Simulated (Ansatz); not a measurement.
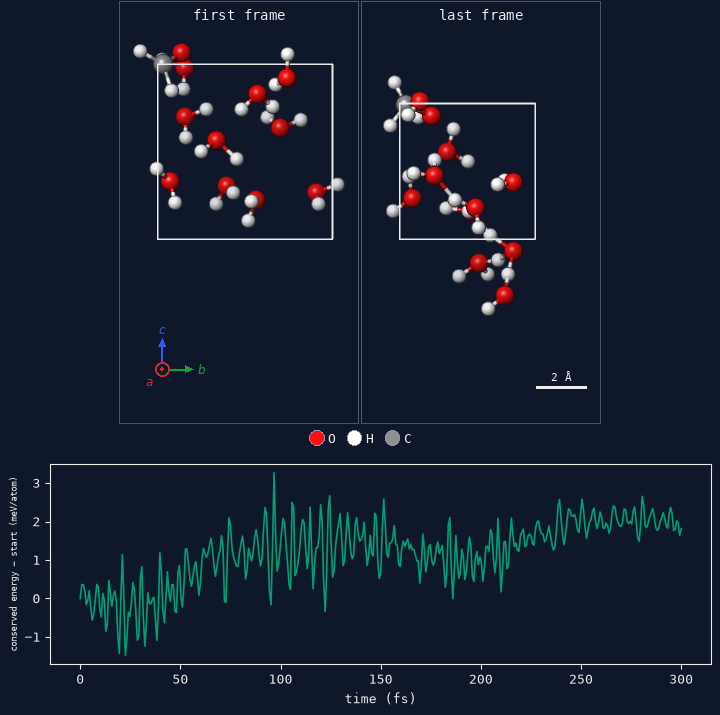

First-principles dynamics of a periodic cell with 10 H2O + 1 H2CO at 0.967 g/cm³, 300 fs long. It starts from the last geometry of an earlier run, with fresh velocities. Style: ball-and-stick. Shown: the simulation cell, along the a axis.

Method: DFT PBE-D3(BJ), scalar-relativistic, plane waves, PAW in Ansatz. Run with plane-wave cutoff 420 eV; k-point mesh 1 × 1 × 1; Fermi-Dirac smearing 0.05 eV; low-accuracy preset; Langevin thermostat and barostat (NPT); set temperature 1000 K; time step 0.75 fs; friction 0.01 per fs; target pressure 20 GPa.

Q: Is this trajectory numerically sound?

A: The conserved quantity stays between −1.5 and 3.3 meV per atom of its start. A straight-line fit has a slope that amounts to +2 meV per atom over 300 fs (1.4 % of the mean kinetic energy), and the ripple about it is 1.7 % of the kinetic energy's fluctuation. With a drift under 2 % and a ripple under 7 %, the integration is accurate. Over the second half the temperature averages 921 K (spread ±112 K). The potential energy is still drifting at the end, so the run hasn't reached equilibrium. The potential energy in the second half lies on average 81.1 meV per atom above the first frame. The mean pressure there is 18.9 GPa. The volume ends −53.4 % from the start.

Limits of the set-up: the program's low-accuracy preset was used; the periodic images lie only 7.1 Å apart, so the values are limited by the cell's size.
